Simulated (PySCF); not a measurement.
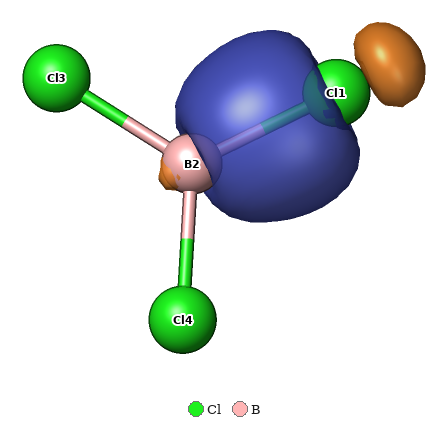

Figure 1: BCl3, SMILES `ClB(Cl)Cl`. Foster–Boys orbitals, occupied; each surface holds about 85 % of the orbital's density. Energies are diagonal elements of the Fock matrix.

PySCF calculation, ωB97X/def2-TZVP, gas phase; geometry: GFN2-xTB. This is a single-reference result, which may miss multireference character in this system. No frequency check shows the geometry to be a minimum. GFN2-xTB bond lengths at metals and heavier atoms can be off by up to 0.1 Å and shapes distorted, which carries into these values.

Cartesian coordinates (Å):

```
Cl1     -1.7201   -0.1071    0.0000
B2       0.0001    0.0000    0.0000
Cl3      0.9528   -1.4361    0.0000
Cl4      0.7673    1.5432    0.0000
```

What does this orbital represent?

Answer. σ bond Cl1–B2 (Cl1 64 %, B2 36 %; −20.1 eV).
